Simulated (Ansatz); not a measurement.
The starting structures come from a database of crystals and need not be the phases stable at ambient conditions.

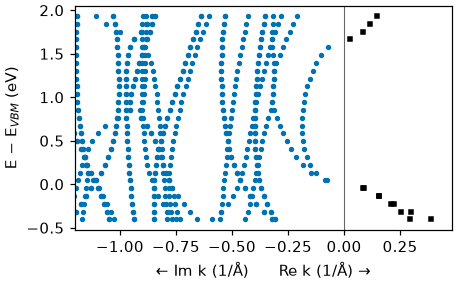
Figure. Complex bands at the centre of the two-dimensional zone; Ansatz (a first-principles code) with r2SCAN

No gap correction and no spin-orbit coupling; mid-gap values are interpolated between computed energies.

Task: This is SrCuSeF (P4/nmm, not sure to be the ambient phase, 8 atoms a cell, 18.6 Å³ an atom, -2 GPa at this level) along the normal of (111). Read off the slowest decay at the centre of the two-dimensional zone at 0.85 eV, the computed energy nearest the middle of the gap.

Result: κ ≈ 0.18 1/Å, a decay length 1/(2κ) of the density of 2.7 Å.
